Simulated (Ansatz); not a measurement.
## Electronic structure of H6Si2 in real space

The calculation's input:

```
crystal:
  periodic: [false, false, false]
  atoms:
    - { symbol: Si, position_ang: [-1.015874, 0.380578, -0.110316] }
    - { symbol: Si, position_ang: [1.504953, -0.043263, 2.161249] }
    - { symbol: H, position_ang: [0.321124, -0.813154, 2.661251] }
    - { symbol: H, position_ang: [2.775712, -0.754275, 2.521151] }
    - { symbol: H, position_ang: [1.512212, 1.349754, 2.708046] }
    - { symbol: H, position_ang: [1.489221, 0.021366, 0.682908] }
    - { symbol: H, position_ang: [-0.215324, 0.933437, -1.313363] }
    - { symbol: H, position_ang: [-0.849823, -1.074444, -0.617027] }
basis:
  gaussian: { orbitals: cc-pVDZ }
hamiltonian:
  xc: pbe0
  dispersion: d4
relax:
  f_tol: 0.03
  max_steps: 50
output:
  orbitals: {}
```

Command:

```sh
ansatz run input.yaml --threads 1 --pin off --max-ram 2048MiB --backend cpu --events-out ev --progress --plain --runs-dir out
```

The fields are those of the run's last geometry, not of the input's.

These are results of RKS PBE0-D4/cc-pVDZ in Ansatz, not measurements.

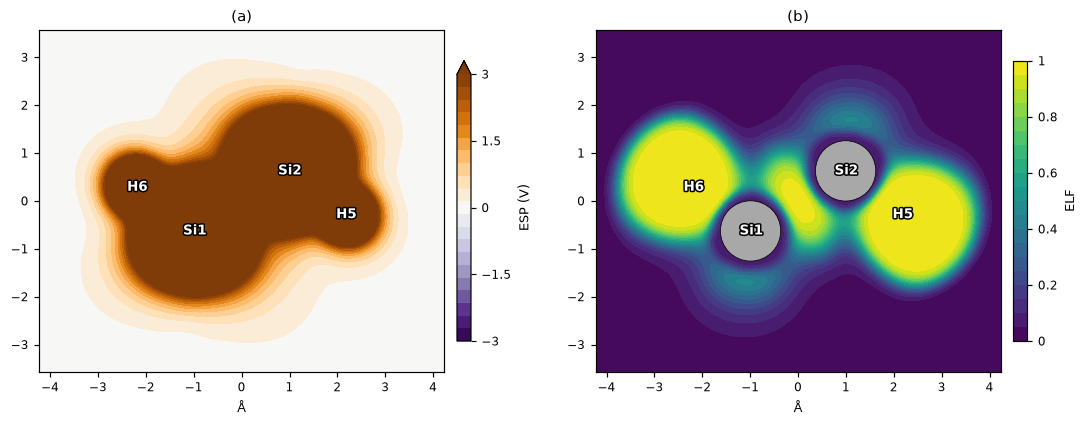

Figure 1. (a) electrostatic potential; (b) ELF on the plane of atoms Si1, Si2 and H5. Grey discs cover the atomic cores in the ELF map.

**Describe what can be read from this map.**

- The section cuts through Si and H sites.
- Si–Si (2.35 Å): the ELF peaks at about 1 between the atoms; a covalent bond.
- Si–H (1.50 Å): the ELF climbs to about 1 towards the hydrogen, as it does in any bond to H.
- The potential has no marked negative region in this plane.

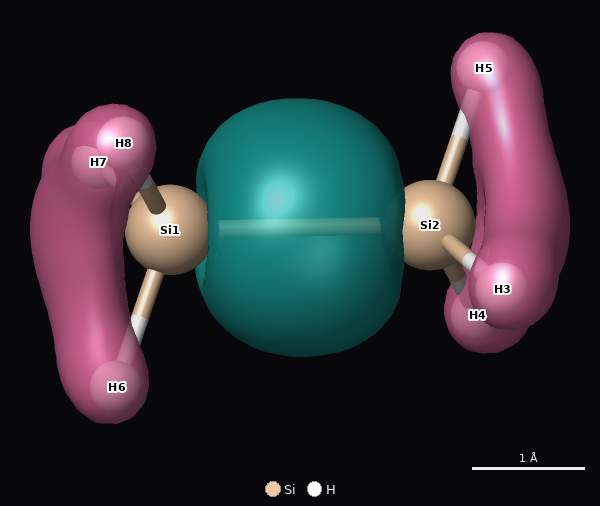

Figure 2. The HOMO at ±0.15 Å⁻³ᐟ² (teal and pink are the two phases), seen at a tilt.

**What is the character of this orbital?**

It lies mainly on Si1 (about 40 %) and Si2 (about 40 %). Its energy is −8.35 eV.

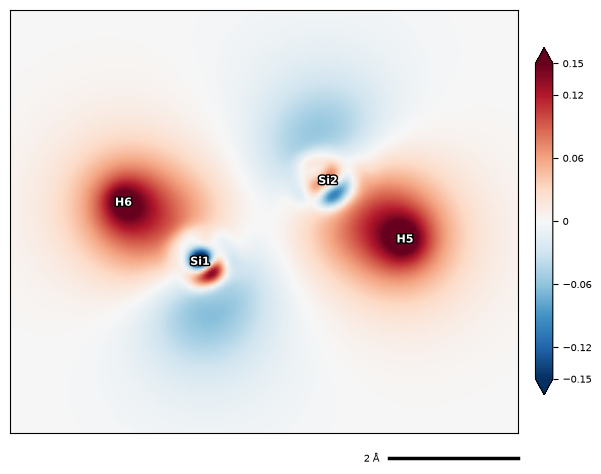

Figure 3. The HOMO−1 on the plane of atoms Si1, Si2 and H5 (values in Å⁻³ᐟ²; the overall sign is arbitrary).

**Describe this orbital and give its energy.**

By Hirshfeld shares it lies mainly on Si1 (about 20 %), Si2 (about 20 %), H3 (about 15 %), H7 (about 15 %) and H8 (about 10 %). It is one of a degenerate set, so its orientation is arbitrary. Its energy is −9.48 eV.
